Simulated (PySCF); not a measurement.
**C$_{3}$H$_{7}$Cl$_{3}$OSi (SMILES CC(C)O[Si](Cl)(Cl)Cl): density, localisation and related maps**

The calculation's input:

```
{"job": {"kind": "nmr", "xc": "PBE0", "basis": "pcSseg-1"}, "charge": 0, "multiplicity": 1}
Si     1.126562     0.943810     1.683573
Cl     0.947571     0.691404     3.693474
Cl     3.087815     0.692787     1.164488
Cl     0.571878     2.846356     1.165513
O      0.159340    -0.137657     0.953218
C     -0.518007    -0.042754    -0.303265
C     -1.563248    -1.135972    -0.323407
C      0.474285    -0.138905    -1.445267
H     -1.019923     0.941182    -0.343654
H     -1.081971    -2.124611    -0.273914
H     -2.160657    -1.081516    -1.245172
H     -2.237818    -1.037304     0.538687
H      1.198814     0.689249    -1.416772
H      1.031277    -1.086848    -1.391322
H     -0.048687    -0.095320    -2.412179
```

Command:

```sh
OMP_NUM_THREADS=1 python probes_run.py task.json out
```

Geometry: PBE0-D3(BJ)/def2-SVP.

Level of theory: PBE0/pcSseg-1, SCF density, gas phase, non-relativistic (PySCF 2.14.0).

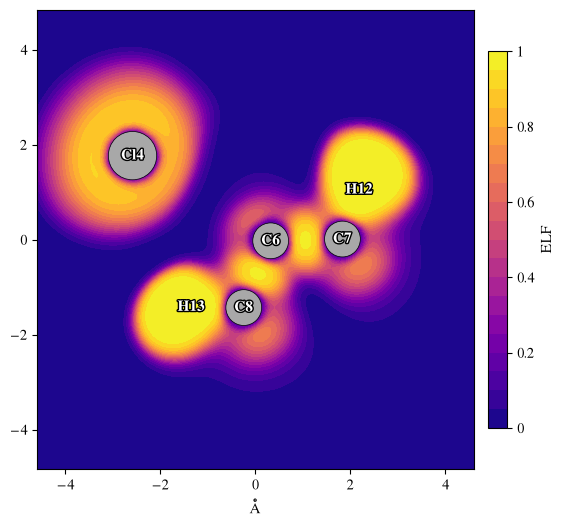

Figure 1. Electron localisation function on the plane of atoms C6, C8 and H13. Grey discs cover the atomic cores.

Interpret the plot.

Answer. The section cuts through Cl, C and H sites.
C–C (1.51 Å): the ELF peaks at about 0.95 between the atoms (a shared electron pair).
C–H (1.10 Å): the ELF climbs to about 1 towards the hydrogen, as it does in any bond to H; a covalent bond by its length.
The ELF also peaks beside Cl4, away from the bonds: lone-pair regions.

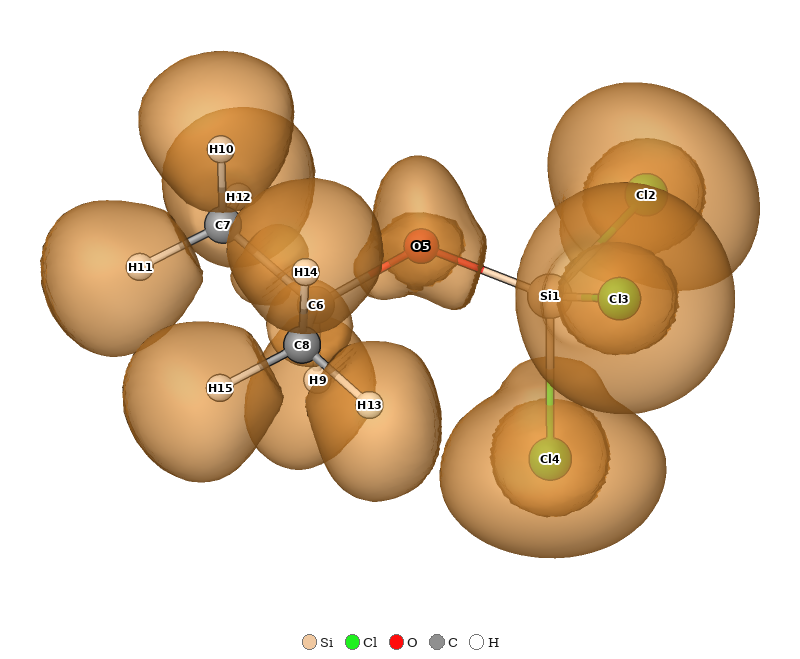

Figure 2. Isosurface of the electron localisation function at 0.75 (orange), seen at an oblique angle. Core shells and regions of very low density are left out.

Describe the localisation domains.

Answer. The surface consists of two regions between bonded C–C atoms (shared pairs), seven regions around hydrogen nuclei, three regions on Cl in which the atom's valence shell and bonds are merged and one region on O in which the atom's valence shell and bonds are merged. Profiles from the grid: C–O (1.43 Å): the ELF peaks at about 0.90 between the atoms, as expected for a shared but strongly polarised pair.

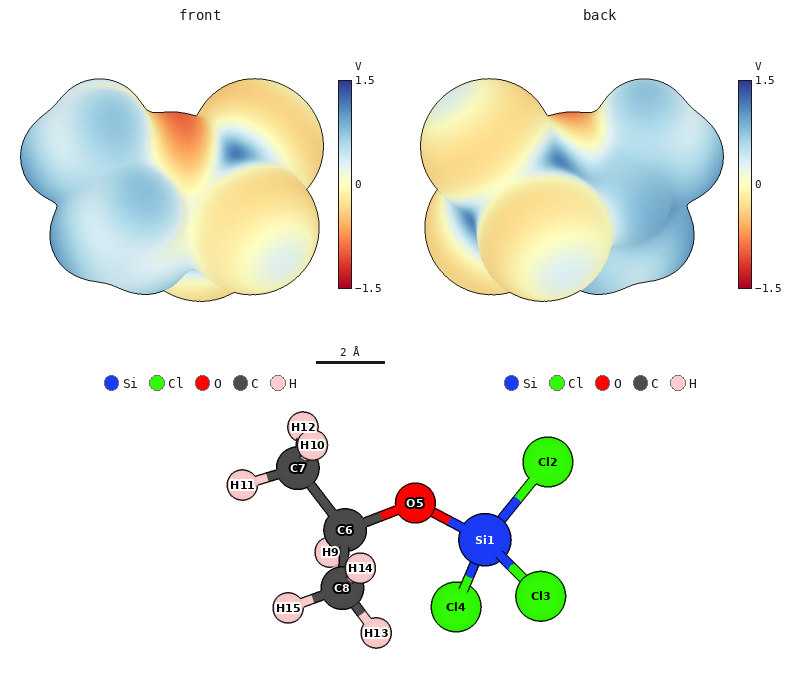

Figure 3. The molecular electrostatic potential painted on the density surface at 0.002 e/bohr³, seen from the front and from behind; the colour scale runs from red (negative) to blue (positive). The bare structure is drawn below in the same view.

Which sites attract a positive test charge, and which a negative one?

Answer. A positive charge is drawn to the negative regions and a negative charge to the positive ones. The most negative region (about −0.9 V, or −21 kcal/mol for a unit charge) lies over O5, the most positive (about +1.0 V, or +23 kcal/mol for a unit charge) over Si1. Cl2 shows a σ-hole: about +0.3 V at the tip opposite its bond, against about −0.3 V on its flanks. Cl3 shows a σ-hole: about +0.3 V at the tip opposite its bond, against about −0.2 V on its flanks.

What dipole moment does the calculation give?

Answer. Its dipole moment is 2.59 D.
